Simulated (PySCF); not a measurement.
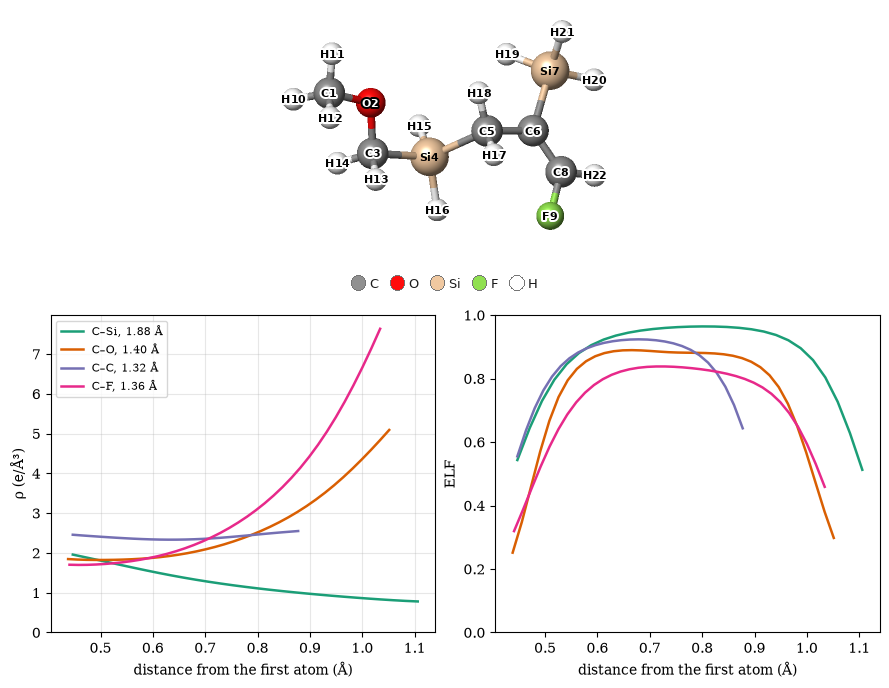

C5H13FOSi2. Electron density and ELF along straight lines between neighbouring atoms. The curves leave out the atomic cores. The structure is drawn too.

Geometry: GFN2-xTB.

The calculation used PySCF 2.14.0, PBE0/pcSseg-1, SCF density, gas phase, non-relativistic.

```json
{"atom": "C", "x (Å)": "3.7321", "y (Å)": "0.7635", "z (Å)": "-0.1118"}
{"atom": "O", "x (Å)": "2.3702", "y (Å)": "0.5305", "z (Å)": "0.1238"}
{"atom": "C", "x (Å)": "2.0781", "y (Å)": "-0.8192", "z (Å)": "0.4272"}
{"atom": "Si", "x (Å)": "0.2064", "y (Å)": "-0.8797", "z (Å)": "0.7910"}
{"atom": "C", "x (Å)": "-0.7063", "y (Å)": "-0.0796", "z (Å)": "-0.6809"}
{"atom": "C", "x (Å)": "-2.1823", "y (Å)": "-0.0437", "z (Å)": "-0.4531"}
{"atom": "Si", "x (Å)": "-2.9525", "y (Å)": "1.5235", "z (Å)": "0.2489"}
{"atom": "C", "x (Å)": "-2.9395", "y (Å)": "-1.0959", "z (Å)": "-0.7239"}
{"atom": "F", "x (Å)": "-2.4296", "y (Å)": "-2.2458", "z (Å)": "-1.2302"}
{"atom": "H", "x (Å)": "4.3332", "y (Å)": "0.5301", "z (Å)": "0.7769"}
{"atom": "H", "x (Å)": "3.8378", "y (Å)": "1.8193", "z (Å)": "-0.3548"}
{"atom": "H", "x (Å)": "4.1000", "y (Å)": "0.1557", "z (Å)": "-0.9490"}
{"atom": "H", "x (Å)": "2.3718", "y (Å)": "-1.4669", "z (Å)": "-0.4109"}
{"atom": "H", "x (Å)": "2.6626", "y (Å)": "-1.1473", "z (Å)": "1.2975"}
{"atom": "H", "x (Å)": "-0.0630", "y (Å)": "-0.1240", "z (Å)": "2.0202"}
{"atom": "H", "x (Å)": "-0.1920", "y (Å)": "-2.2814", "z (Å)": "0.9657"}
{"atom": "H", "x (Å)": "-0.4848", "y (Å)": "-0.6595", "z (Å)": "-1.5801"}
{"atom": "H", "x (Å)": "-0.3220", "y (Å)": "0.9289", "z (Å)": "-0.8343"}
{"atom": "H", "x (Å)": "-2.2839", "y (Å)": "1.8623", "z (Å)": "1.5061"}
{"atom": "H", "x (Å)": "-4.3821", "y (Å)": "1.3062", "z (Å)": "0.4727"}
{"atom": "H", "x (Å)": "-2.7572", "y (Å)": "2.6110", "z (Å)": "-0.7144"}
{"atom": "H", "x (Å)": "-4.0072", "y (Å)": "-1.1688", "z (Å)": "-0.5875"}
```

**What can be read from the curves?**

C–Si (1.88 Å): ρ is about 0.92 e/Å³ halfway; the ELF peaks at about 0.95 between the atoms: a shared electron pair.
C–O (1.40 Å): ρ is about 2.1 e/Å³ halfway, with its minimum of 1.8 e/Å³ about 0.5 Å from C; the ELF peaks at about 0.90 between the atoms (a polar covalent bond).
C–C (1.32 Å): ρ at the midpoint is about 2.3 e/Å³; the ELF peaks at about 0.90 between the atoms (a multiple bond).
C–F (1.36 Å): the density is about 2.2 e/Å³ at the midpoint, with its minimum of 1.7 e/Å³ about 0.5 Å from C; the ELF peaks at about 0.85 between the atoms (a polar covalent bond).
